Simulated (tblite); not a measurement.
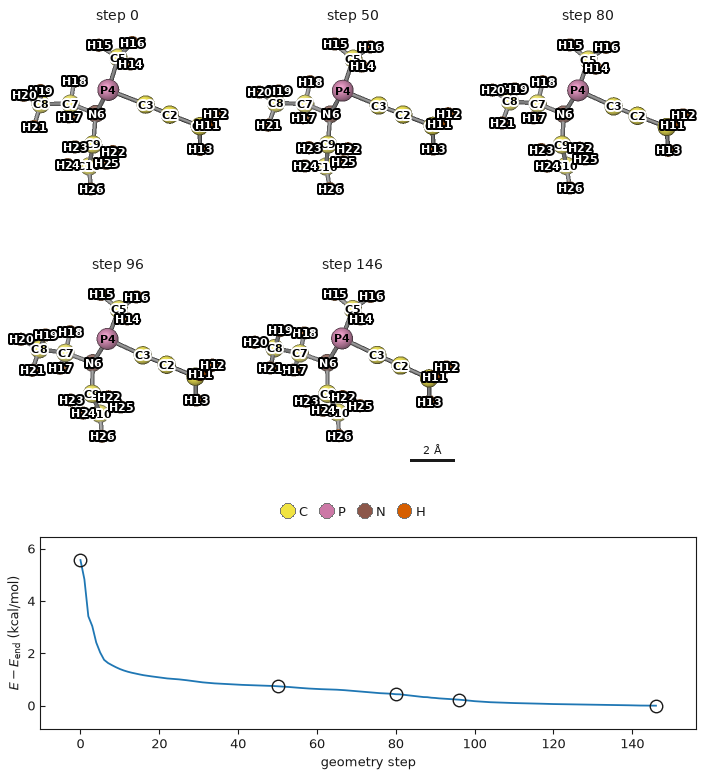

Frames of a relaxation of C8H16NP, marked on the history of the run. Style: ball-and-stick. Shown at a tilt.

The calculation used tblite 0.8.0, GFN2-xTB geometry optimisation, gas phase. 

**Describe the path.**

The energy falls by 5.57 kcal/mol in 146 geometry steps. The largest move after the best rigid fit is that of H24, 1.09 Å. By element the largest moves are H 1.09 Å, C 0.66 Å, N 0.17 Å, P 0.13 Å. Among the contacts that change: C3–P4 1.839 → 1.773 Å, P4–N6 1.720 → 1.744 Å, N6–C7 1.476 → 1.453 Å, C1–C2 1.466 → 1.446 Å. Among the angles between lasting bonds that change: C2–C3–P4 178.5° → 169.6°, H17–C7–H18 103.2° → 107.5°, C5–P4–N6 101.1° → 97.2°. Groups turn about N6–C9 by about 30°. Cost: 1.5 s on 1 thread of Intel(R) Xeon(R) Platinum 8488C, on a shared host. From step 0 to 50: H16 moves most (0.26 Å), energy −4.82 kcal/mol. From step 50 to 80: H24 moves most (0.39 Å), energy −0.30 kcal/mol. From step 80 to 96: H24 moves most (0.34 Å), energy −0.21 kcal/mol. From step 96 to 146: H21 moves most (0.29 Å), energy −0.23 kcal/mol.

```csv
step,"E − E(0), kcal/mol"
0,0.00
1,-0.74
2,-2.15
3,-2.53
4,-3.15
5,-3.53
6,-3.81
7,-3.94
8,-4.02
9,-4.10
10,-4.16
17,-4.42
24,-4.55
31,-4.67
39,-4.76
46,-4.79
53,-4.85
60,-4.93
67,-4.97
74,-5.06
82,-5.15
89,-5.26
96,-5.34
103,-5.42
110,-5.47
117,-5.49
125,-5.51
132,-5.54
139,-5.55
146,-5.57
```
